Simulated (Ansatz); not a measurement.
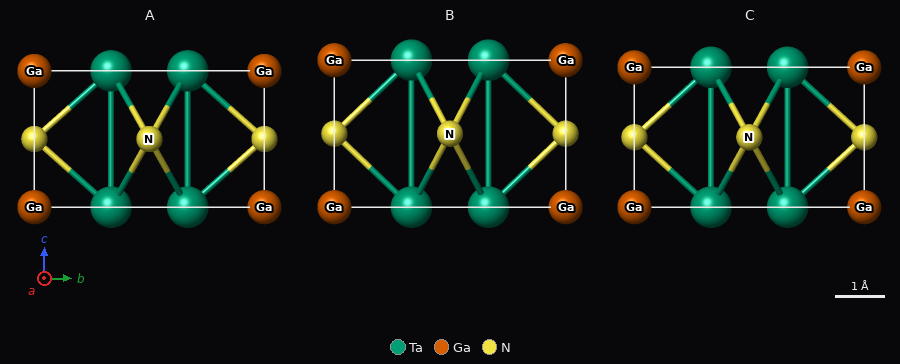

3 geometries from one relaxation of crystalline Ta$_{2}$GaN$_{3}$ (a generated structure, set up in P6/mmm) (coarse preliminary run), in shuffled order. A ball-and-stick model of the cell of the calculation, seen along the a axis.

Method: DFT PBE, scalar-relativistic, plane waves, PAW (Ansatz 0.2.0). (plane-wave cutoff 420 eV; k-point mesh 6 × 6 × 6; occupations gaussian; smearing width 0.1 eV; no spin polarisation; cell and atoms relaxed; force threshold 0.04 eV/Å; at most 70 steps)

**Order the frames from highest to lowest energy.**

B, C, A. They are steps 0, 1, 6, at +142 meV per atom, +14.8 meV per atom relative to the last. No atom moves by more than 0.005 Å relative to the cell. The volume changes by −8.2 %, with a = b 5.542 → 5.514 Å (−0.5 %), c 3.052 → 2.829 Å (−7.3 %). Near-neighbour distances that change, for instance: Ta–Ta 3.052 → 2.829 Å, N–Ta 2.211 → 2.129 Å, Ta–Ta 3.200 → 3.184 Å. Among the angles between lasting bonds that change: Ta–N–Ta 87.3° → 83.2°, Ta–N–Ta 92.7° → 96.8°. The space group stays P6/mmm (No. 191). Over 4 accepted moves (6 points after the start) the energy falls by 142 meV per atom. All forces vanish by symmetry, so only the cell relaxes. The pressure goes from −20.16 to 0.01 GPa. The SCF was repeated twice at an unchanged geometry on a basis and grid sized afresh for the cell, which shifted the energy by 1.5 meV per atom at most.
